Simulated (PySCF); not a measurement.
**Al4H4O4 ((HAlO)4 cubane): density, localisation and related maps**

```tsv
atom	x (Å)	y (Å)	z (Å)
Al	0.1347	0.9963	1.2777
H	0.2615	1.9587	2.5060
O	-0.9696	-0.4905	1.1575
Al	-1.5224	0.0039	-0.5435
H	-2.9962	0.0152	-1.0713
O	-0.3839	1.4661	-0.4413
Al	1.0114	0.4887	-1.1777
H	1.9800	0.9669	-2.3107
O	1.5012	-0.0177	0.5386
Al	0.4107	-1.5166	0.4590
H	0.8022	-2.9678	0.8966
O	-0.1142	-0.9858	-1.2397
```

Geometry: PBE0-D3(BJ)/def2-SVP.

Method: PySCF 2.14.0, PBE0/pcSseg-1 Al:pcSseg-2, SCF density, gas phase, non-relativistic.

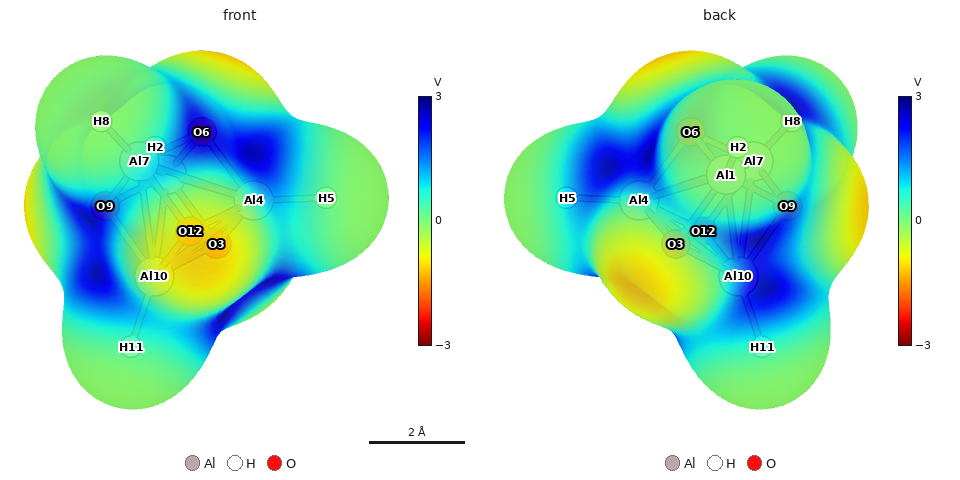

Figure 1. The electrostatic potential painted on the density surface at 0.002 e/bohr³, seen from the front and from behind; red is negative and blue positive.

> Describe the electrostatic potential map.

The most negative region (about −1.1 V) lies over O3, O6, O9 and O12, the most positive (about +2.7 V) over Al1, Al4, Al7 and Al10.

> What dipole moment does the calculation give?

Its dipole moment is zero.

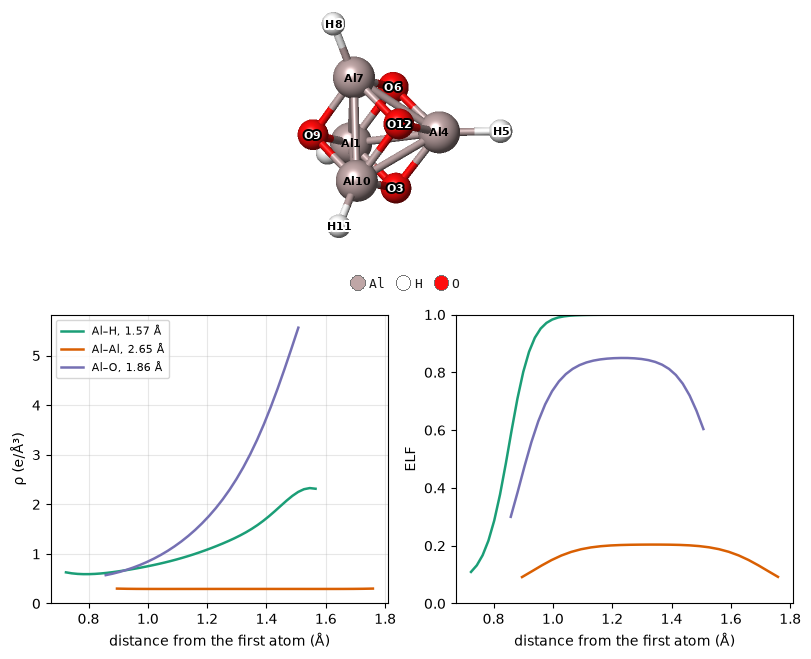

Figure 2. Total electron density and ELF along straight lines between neighbouring atoms. The curves leave out the atomic cores. The structure is drawn too.

> What can be read from the curves?

Al–H (1.57 Å): ρ is about 0.59 e/Å³ halfway; the ELF climbs to about 1 towards the hydrogen.
Al–Al (2.65 Å): ρ at the midpoint is about 0.29 e/Å³; the ELF is about 0.20 at the midpoint.
Al–O (1.86 Å): the density is about 0.68 e/Å³ at the midpoint; the ELF peaks at about 0.85 in the valence shell of O, 0.6 Å from its nucleus, and is about 0.55 at the midpoint.
